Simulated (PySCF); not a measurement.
Potential energy curve for C₂, singlet.

CASSCF(8,8)/cc-pVDZ (PySCF); RHF/cc-pVDZ (PySCF); RCCSD(T) = CCSD(T) on RHF/cc-pVDZ, 2 core orbitals frozen in PySCF; RCCSD = CCSD on RHF/cc-pVDZ, 2 core orbitals frozen run with PySCF; RKS-wB97X-V = restricted wB97X-V/cc-pVDZ (PySCF 2.14.0).

Energies are in eV, each relative to the lowest point of its own curve near equilibrium.

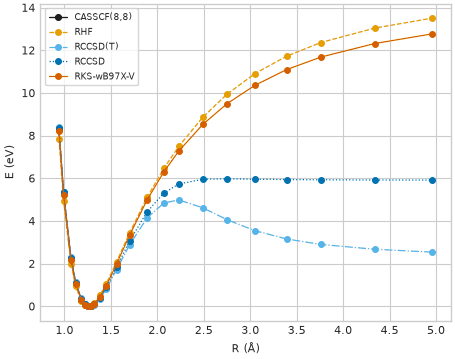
*Energy against bond length for each method.*

| R / Å | CASSCF(8,8) | RHF | RCCSD(T) | RCCSD | RKS-wB97X-V |
|---|---|---|---|---|---|
| 0.94 | 8.294 | 7.862 | 8.399 | 8.358 | 8.228 |
| 0.99 | 5.295 | 4.942 | 5.378 | 5.331 | 5.231 |
| 1.07 | 2.230 | 1.993 | 2.286 | 2.239 | 2.174 |
| 1.12 | 1.109 | 0.940 | 1.151 | 1.109 | 1.062 |
| 1.18 | 0.337 | 0.246 | 0.363 | 0.333 | 0.306 |
| 1.22 | 0.086 | 0.045 | 0.101 | 0.083 | 0.069 |
| 1.25 | 0.005 | 0.000 | 0.013 | 0.003 | 0.000 |
| 1.28 | 0.000 | 0.029 | 0.000 | 0.000 | 0.008 |
| 1.32 | 0.089 | 0.161 | 0.078 | 0.092 | 0.115 |
| 1.38 | 0.376 | 0.507 | 0.349 | 0.385 | 0.434 |
| 1.45 | 0.867 | 1.058 | 0.818 | 0.881 | 0.965 |
| 1.56 | — | 2.081 | 1.713 | 1.822 | 1.973 |
| 1.70 | — | 3.430 | 2.873 | 3.046 | 3.321 |
| 1.89 | — | 5.108 | 4.146 | 4.432 | 4.988 |
| 2.07 | — | 6.465 | 4.836 | 5.306 | 6.303 |
| 2.23 | — | 7.492 | 4.985 | 5.728 | 7.271 |
| 2.49 | — | 8.862 | 4.612 | 5.954 | 8.527 |
| 2.75 | — | 9.940 | 4.057 | 5.973 | 9.494 |
| 3.05 | — | 10.904 | 3.541 | 5.954 | 10.355 |
| 3.39 | — | 11.718 | 3.154 | 5.937 | 11.089 |
| 3.76 | — | 12.361 | 2.896 | 5.927 | 11.678 |
| 4.34 | — | 13.038 | 2.671 | 5.918 | 12.314 |
| 4.96 | — | 13.505 | 2.537 | 5.912 | 12.767 |

At the longest distance, 4.96 Å, RHF lies highest above its minimum (13.505 eV) and RCCSD(T) lowest (2.537 eV).

The RCCSD(T) curve passes through a maximum at 2.23 Å and then falls by 2.449 eV up to the last usable point.

A dash means that the run gave no value there, or that the column was ended at a point which the program doubted or which failed a test of continuity chosen for this set; such a test can also cut sound points.

The natural occupations jump between 1.45 and 1.56 Å in the active space behind CASSCF(8,8). The restricted form behind RHF, RKS-wB97X-V keeps the bonding electrons paired and can't separate into open-shell fragments. The T1 diagnostic of CCSD on the restricted reference of RCCSD(T), RCCSD exceeds 0.045 at 1.56 to 4.96 Å.
